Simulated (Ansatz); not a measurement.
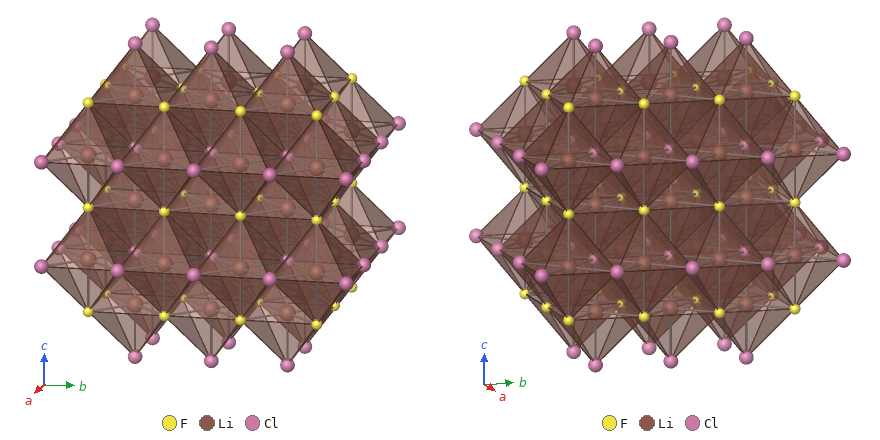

Polyhedra are drawn about Li (bonds: Cl–Li below 2.7 Å and F–Li below 2.7 Å); other atoms are plain spheres. Two views of the same piece.

System Li2ClF (space group P4/mmm, No. 123); source of the atomic positions: the input geometry of an electronic-structure calculation (not necessarily at equilibrium); the starting structure was generated, so it need not be a known form of this composition.

Sharing among the drawn polyhedra:

| site | polyhedron | corner-sharing neighbours | edge-sharing | face-sharing | bond (Å) |
| --- | --- | --- | --- | --- | --- |
| Li(1b) | LiF2Cl4 octahedron | 6 | 12 | 0 | 2.30–2.36 |
| Li(1c) | LiF4Cl2 octahedron | 6 | 12 | 0 | 2.30–2.36 |

They form a three-dimensional framework of corner- and edge-sharing octahedra.
